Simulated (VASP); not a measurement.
Band structure of PtP (relaxed from the zinc blende structure, space group F-43m). Computed with PBEsol GGA, VASP's PBE PAW potentials (set 64) (plane waves; VASP 6.6.1).

Unless said otherwise, spin-orbit coupling is left out, though it shifts the bands of the heavy elements here.

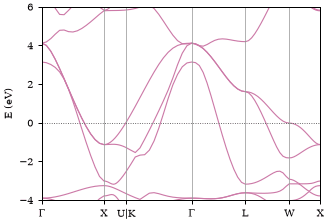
Fig. 1. Bands along high-symmetry lines, zero at the valence-band maximum or, without a gap, the Fermi level

Q: Read the plot: is there a gap, and where are the band edges?

A: It has no gap at this level: it comes out as a metal or semimetal. (Edges off the drawn lines would not show.)

The structure was generated: PtP was put into the zinc blende type (F-43m), which need not be its known phase. It was relaxed first, which changed the volume by -16 %. The electron count is odd and the run is not spin-polarised, which forces a metal.
